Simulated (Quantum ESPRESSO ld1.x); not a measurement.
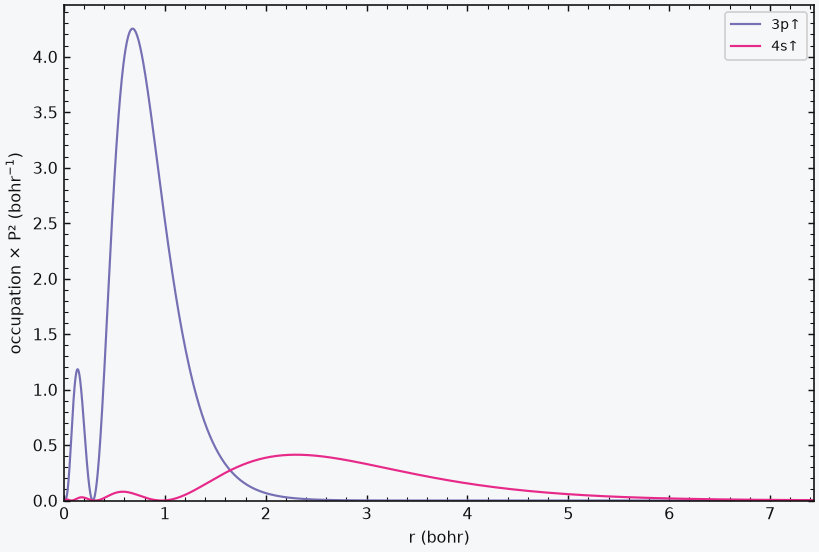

System: atomic cobalt (Co), configuration [Ar] 3d7 4s2 (high spin). Computed with Quantum ESPRESSO ld1.x 7.5: non-relativistic Kohn-Sham, LDA (Slater exchange, Perdew-Zunger correlation), spin-polarised, spherical densities, point nucleus.

The plot shows the radial probability densities P² of 3p up and 4s up, each times its occupation.

> What does the plot show?

3p up: outer maximum at 0.681 bohr, ⟨r⟩ = 0.819 bohr, 1 node, eigenvalue −66.2 eV; 4s up: outer maximum at 2.30 bohr, ⟨r⟩ = 2.86 bohr, 3 nodes, eigenvalue −5.80 eV.
